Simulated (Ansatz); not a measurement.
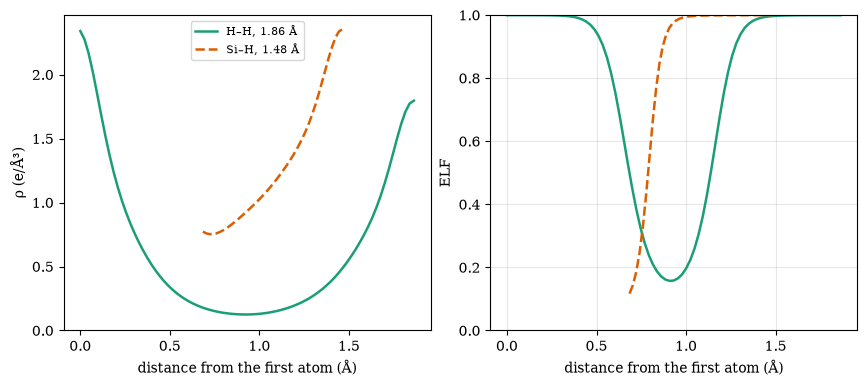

SiH4···H (doublet). Electron density and ELF along straight lines between neighbouring atoms. The curves leave out the atomic cores.

Not at a stationary point (largest force 0.6 eV/Å).

Method: UKS PBE/def2-SVP (Ansatz 0.2.0).

```tsv
atom	x (Å)	y (Å)	z (Å)
Si	0.0003	0.0000	-0.0637
H	0.0001	0.0000	1.4165
H	1.4157	0.0000	-0.5699
H	-0.7073	1.2258	-0.5702
H	-0.7073	-1.2258	-0.5702
H	0.0000	0.0000	3.2789
```

Question: What can be read from the curves?

Answer: H2···H6 (1.86 Å): the density falls to about 0.13 e/Å³ on the way; the ELF dips to about 0.15 between them.
Si–H (1.48 Å): the density is about 0.75 e/Å³ at the midpoint; the ELF climbs to about 1 towards the hydrogen, as it does in any bond to H.
